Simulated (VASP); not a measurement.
## SiBF: structure and properties in VASP

Wanted: the relaxed cell of SiBF and its properties. The steps: rough relaxation of the start cell, full relaxation (revPBE), second relaxation, single point with fields (revPBE), band structure (revPBE), total and projected DOS (revPBE) and zone-centre phonons (revPBE). The cell is generated by rule, not measured, and may not be a known phase. The atoms of the start are displaced at random from the sites of a Pmmm cell.

Calculated with VASP 6.6.1; revPBE; plane waves and PAW (Si, B, F); invented cell.

**1. The starting structure**

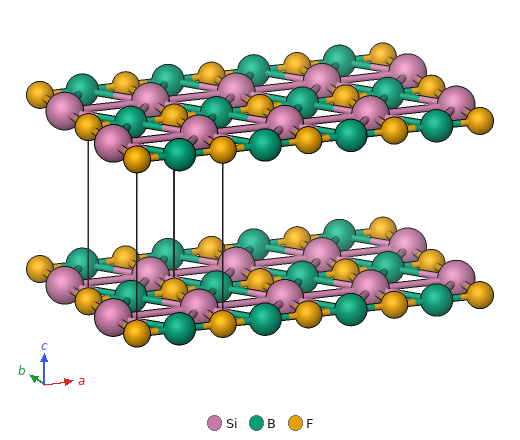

The starting structure, seen slightly off an axis (silicon pink, boron teal, fluorine orange). 4×2×1 cells are drawn. Some periodic images of atoms are drawn too.

**2. Rough relaxation of the start cell**

The start is only an estimate, so a cheap relaxation brings it near a minimum before any careful run. revPBE by itself binds more weakly than PBE and expands cells; dispersion terms fitted to it are the larger for that.

INCAR

```
SYSTEM = SiBF
PREC = Normal
ENCUT = 520
EDIFF = 1E-05
NELM = 60
ISMEAR = -1
SIGMA = 0.05
LREAL = .FALSE.
ALGO = Fast
GGA = RE
NBANDS = 13
LORBIT = 11
LWAVE = .FALSE.
LCHARG = .FALSE.
IBRION = 2
NSW = 40
ISIF = 3
EDIFFG = -0.04
```

POSCAR

```
SiBF
1.0
    2.4355821600      0.0000000000      0.0000000000
    0.0000000000      3.3593380000      0.0000000000
    0.0000000000      0.0000000000      4.7585269100
Si B F
1 1 1
Direct
    0.0061530000      0.4957270000      0.0005670000
    0.4999000000      0.0054900000     -0.0005690000
    0.0005060000     -0.0039140000      0.0013340000
```

KPOINTS

```
Automatic mesh
0
Gamma
7 5 4
0 0 0
```

PAW data sets: Si, B and F (PBE family, release 64).

Started as:

```sh
$ mpirun -np 1 vasp_std
```

The log of the run:

```text
[banner, memory and clock lines left out]
running    1 mpi-ranks, on    1 nodes
[...]
|                                                                             |
|               ----> ADVICE to this user running VASP <----                  |
|                                                                             |
|     You enforced a specific xc type in the INCAR file but a different       |
|     [... a line on the potential file left out ...]
|     I HOPE YOU KNOW WHAT YOU ARE DOING!                                     |
|                                                                             |

 LDA part: xc-table for (Slater+PW92), standard interpolation
 POSCAR, INCAR and KPOINTS ok, starting setup
[...]
entering main loop
       N       E                     dE             d eps       ncg     rms          rms(c)
DAV:   1     0.636432284249E+02    0.63643E+02   -0.67996E+03  1846   0.953E+02
DAV:   2     0.243553081943E+01   -0.61208E+02   -0.57045E+02  2367   0.210E+02
DAV:   3     0.201020462498E+00   -0.22345E+01   -0.22105E+01  2401   0.355E+01
DAV:   4     0.180800438362E+00   -0.20220E-01   -0.20206E-01  2164   0.367E+00
[...]
RMM:  10     0.111069358257E+01   -0.23811E-03   -0.79841E-04  1855   0.257E-01    0.513E-02
RMM:  11     0.111056767324E+01   -0.12591E-03   -0.24373E-04  1848   0.117E-01    0.218E-02
RMM:  12     0.111057224501E+01    0.45718E-05   -0.64837E-05  1611   0.604E-02
   1 F= 0.11105722E+01 E0= 0.11139160E+01  d E =0.111057E+01
[... from here on, the cycles between the ionic steps are left out ...]
   2 F= -.15330388E+01 E0= -.15199520E+01  d E =-.264361E+01
   4 F= -.78072492E+01 E0= -.77976867E+01  d E =-.891782E+01
   7 F= -.86904458E+01 E0= -.86859623E+01  d E =-.884805E+00
  10 F= -.90636597E+01 E0= -.90608170E+01  d E =-.125802E+01
  13 F= -.93166809E+01 E0= -.93131756E+01  d E =-.253021E+00
  16 F= -.98446510E+01 E0= -.98370855E+01  d E =-.393209E+00
  19 F= -.10505694E+02 E0= -.10500707E+02  d E =-.105425E+01
  22 F= -.11246046E+02 E0= -.11239639E+02  d E =-.707134E+00
  25 F= -.11584642E+02 E0= -.11579095E+02  d E =-.116695E+00
  28 F= -.11971216E+02 E0= -.11966274E+02  d E =-.503269E+00
  31 F= -.12252599E+02 E0= -.12247723E+02  d E =-.689699E-01
  34 F= -.12565149E+02 E0= -.12561348E+02  d E =-.226797E+00
  37 F= -.12691504E+02 E0= -.12688294E+02  d E =-.119833E+00
  39 F= -.12783079E+02 E0= -.12780495E+02  d E =-.915748E-01
  40 F= -.12799847E+02 E0= -.12797185E+02  d E =-.167685E-01
 trial-energy change:   -0.016768  1 .order   -0.016911   -0.022205   -0.011617
 step:   1.1751(harm=  1.0465)  dis= 0.04623  next Energy=   -12.807363 (dE=-0.243E-01)
```

Wall time 4.8 min (1 MPI rank of AMD EPYC 7R43, shared host); peak memory 0.12 GiB.

Lines that name or quote the potential files are left out of all logs, and their timing lines are given in words.

Parts of OUTCAR (step 2):

```text
 k-point     1 :       0.0000    0.0000    0.0000
  band No.  band energies     occupation
    ...
      3      -3.7514      2.00000
      4      -2.1265      2.00000
      5       0.7889      2.00000
      6       4.0198      2.00000
      7       4.5598      2.00000
      8       8.6374      0.00000
      9      11.4682      0.00000
     10      13.1468      0.00000
     11      14.3573      0.00000
     12      17.6773      0.00000
    ...

  Total       -0.0322190      0.6917920     -0.0101586      0.1187330      0.1269190      0.0686334
  in kB       -1.5692178     33.6934981     -0.4947720      5.7828511      6.1815494      3.3427675
  external PRESSURE =      10.5431694 kB  Pullay stress =       0.0000000 kB

 POSITION                                       TOTAL-FORCE (eV/Angst)
 -----------------------------------------------------------------------------------
      0.77056      2.02555      2.37220        -0.228046     -0.187455      0.013593
      1.62038      0.11088      2.37634         0.131511      0.048910      0.087519
      2.98573      3.76465      0.36153         0.096535      0.138546     -0.101112
 -----------------------------------------------------------------------------------
    total drift:                                0.042397      0.003616     -0.001254

  FREE ENERGIE OF THE ION-ELECTRON SYSTEM (eV)
  ---------------------------------------------------
  free  energy   TOTEN  =       -12.7998470754 eV

  energy  without entropy=      -12.7945228448  energy(sigma->0) =      -12.79718496

[... 19 further parts left out ...]
[key lines of the parts left out:]
E-fermi :   6.4139
```

CONTCAR:

```
SiBF
   1.00000000000000
     3.6027425649069409   -0.0305583336458536   -0.0282668400194044
    -0.0125683737136079    3.8167097987436449    0.2339227896347728
    -0.0161149967783452    0.1160984989812325    2.3996086615364542
  Si              B               F
     1     1     1
Direct
     0.2198531179585663    0.5038102551683989    0.9420553496158292
     0.4542235037092445    0.0024092005001839    0.9954208828677180
     0.8324823783321849    0.9910835443314193    0.0638557675164506
```

The relaxation used up its NSW steps before forces and stress met EDIFFG.

The next step goes on from the cell that it reached.

**3. Full relaxation (revPBE)**

Properties are meant for the cell that this level of theory prefers, so cell and atoms are relaxed first (ISIF = 3) until forces and stress are small; EDIFFG sets the threshold.

INCAR

```
SYSTEM = SiBF
PREC = Accurate
ENCUT = 520
EDIFF = 1E-06
NELM = 100
ISMEAR = -1
SIGMA = 0.05
LREAL = .FALSE.
ALGO = Normal
GGA = RE
NBANDS = 13
LORBIT = 11
LWAVE = .FALSE.
LCHARG = .FALSE.
IBRION = 2
NSW = 60
ISIF = 3
EDIFFG = -0.01
```

POSCAR

```
SiBF
1.0
    3.6027425649     -0.0305583336     -0.0282668400
   -0.0125683737      3.8167097987      0.2339227896
   -0.0161149968      0.1160984990      2.3996086615
Si B F
1 1 1
Direct
    0.2198531180      0.5038102552      0.9420553496
    0.4542235037      0.0024092005      0.9954208829
    0.8324823783      0.9910835443      0.0638557675
```

KPOINTS

```
Automatic mesh
0
Gamma
6 6 9
0 0 0
```

Started as:

```sh
$ mpirun -np 1 vasp_std
```

The log of the run:

```text
[banner, memory and clock lines left out]
running    1 mpi-ranks, on    1 nodes
[...]
[... a notice as in an earlier step ...]

 LDA part: xc-table for (Slater+PW92), standard interpolation
 POSCAR, INCAR and KPOINTS ok, starting setup
[...]
entering main loop
       N       E                     dE             d eps       ncg     rms          rms(c)
DAV:   1     0.363123655799E+02    0.36312E+02   -0.69829E+03  4272   0.978E+02
DAV:   2    -0.124592303889E+02   -0.48772E+02   -0.46020E+02  5319   0.186E+02
DAV:   3    -0.140154543344E+02   -0.15562E+01   -0.15495E+01  5479   0.315E+01
DAV:   4    -0.140223411917E+02   -0.68869E-02   -0.68863E-02  4959   0.246E+00
[...]
DAV:  11    -0.134917834506E+02   -0.15179E-04   -0.19910E-05  5439   0.381E-02    0.109E-02
DAV:  12    -0.134917877419E+02   -0.42913E-05   -0.70493E-06  4944   0.229E-02    0.325E-03
DAV:  13    -0.134917878745E+02   -0.13261E-06   -0.69999E-07  2852   0.949E-03
   1 F= -.13491788E+02 E0= -.13487935E+02  d E =-.134918E+02
[... from here on, the cycles between the ionic steps are left out ...]
   2 F= -.13963040E+02 E0= -.13957773E+02  d E =-.471252E+00
   6 F= -.14508597E+02 E0= -.14504871E+02  d E =-.158192E+00
  11 F= -.14589300E+02 E0= -.14588394E+02  d E =-.421417E-01
  16 F= -.14646330E+02 E0= -.14645411E+02  d E =-.790350E-02
  21 F= -.14660851E+02 E0= -.14659864E+02  d E =-.445121E-02
  26 F= -.14670527E+02 E0= -.14669597E+02  d E =-.287945E-02
  31 F= -.14692128E+02 E0= -.14691656E+02  d E =-.894715E-02
  36 F= -.14707831E+02 E0= -.14707331E+02  d E =-.166133E-02
  41 F= -.14712789E+02 E0= -.14712447E+02  d E =-.219307E-02
  46 F= -.14717488E+02 E0= -.14717129E+02  d E =-.780000E-03
  51 F= -.14724102E+02 E0= -.14723656E+02  d E =-.365622E-02
  56 F= -.14726380E+02 E0= -.14726019E+02  d E =-.215170E-03
  59 F= -.14726634E+02 E0= -.14726267E+02  d E =-.120511E-03
  60 F= -.14726705E+02 E0= -.14726330E+02  d E =-.713673E-04
 trial-energy change:   -0.000071  1 .order   -0.000071   -0.000097   -0.000045
 step:   0.5776(harm=  0.5776)  dis= 0.00172  next Energy=   -14.726724 (dE=-0.898E-04)
```

It took 24 min on 1 MPI rank; peak memory 0.17 GiB.

OUTCAR, selected parts (step 3):

```text
 k-point     1 :       0.0000    0.0000    0.0000
  band No.  band energies     occupation
    ...
      3      -4.5120      2.00000
      4      -1.7578      2.00000
      5       0.3355      2.00000
      6       2.8942      2.00000
      7       3.1237      2.00000
      8       6.2386      0.00000
      9       9.2699      0.00000
     10      11.5047      0.00000
     11      12.2843      0.00000
     12      16.3594      0.00000
    ...

  Total        0.0458338      0.0204925      0.0357083      0.0107308     -0.0041895      0.0173988
  in kB        1.9363886      0.8657687      1.5086055      0.4533535     -0.1769997      0.7350676
  external PRESSURE =       1.4369209 kB  Pullay stress =       0.0000000 kB

 POSITION                                       TOTAL-FORCE (eV/Angst)
 -----------------------------------------------------------------------------------
      1.20056      2.11692      2.29457        -0.002924      0.000094     -0.016148
      2.16971      3.44719      0.83901        -0.002738      0.006019      0.001994
      3.54531      3.45964      0.84626         0.005662     -0.006113      0.014154
 -----------------------------------------------------------------------------------
    total drift:                                0.001145      0.000808     -0.001580

  FREE ENERGIE OF THE ION-ELECTRON SYSTEM (eV)
  ---------------------------------------------------
  free  energy   TOTEN  =       -14.7267053973 eV

  energy  without entropy=      -14.7259552572  energy(sigma->0) =      -14.72633033

[... 1 part as in an earlier step ...]

[... 18 further parts left out ...]
[key lines of the parts left out:]
E-fermi :   4.5478
```

The relaxation used up its NSW steps before forces and stress met EDIFFG.

(Part 1 of 3 ends here.)

[Lines on the potential files, build, host, timing and source positions are cut from VASP's logs without a mark.]

[Logs are printed without paths, hosts, clocks, repeated set-up lines and the standing remarks that a program may print on its own settings, such as how far it seeks lower states.]

[Hosts, paths, dates, database ids (printed as entryN), source tags and the programs' standing remarks are cut or masked in the printed files.]

[A measured line is paired with the nearest computed mode of its activity, which favours agreement.]

[In band tables of VASP the shares of atoms and orbitals are scaled to a sum of 1 inside the atoms' spheres.]
